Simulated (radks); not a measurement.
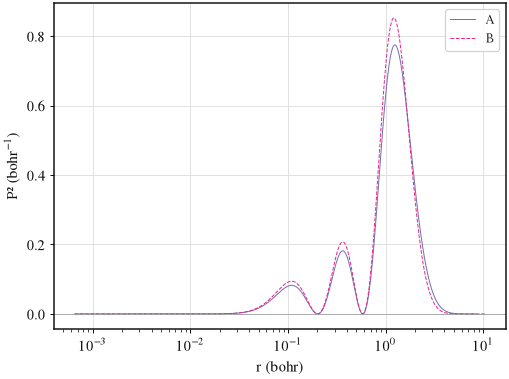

The Ir⁺ ion was computed in two configurations: [Xe] 4f12 5d7 6s1 6p2 (open shells shared over both j by 2j + 1); [Xe] 4f12 5d9 6s1 (open shells shared over both j by 2j + 1). The calculation used the in-house radial solver radks at this level: Dirac Kohn-Sham, PBE, spin-unpolarised, spherical densities, finite nucleus.

The plot shows P² of the 5d5/2 orbital in both runs (large components where relativistic).

**Which curve belongs to which run?**

A is [Xe] 4f12 5d9 6s1 (open shells shared over both j by 2j + 1) (⟨r⟩ = 1.57 bohr, eigenvalue −17.2 eV); B is [Xe] 4f12 5d7 6s1 6p2 (open shells shared over both j by 2j + 1) (⟨r⟩ = 1.47 bohr, eigenvalue −25.2 eV). The orbital is smaller where the other electrons screen the nucleus less.
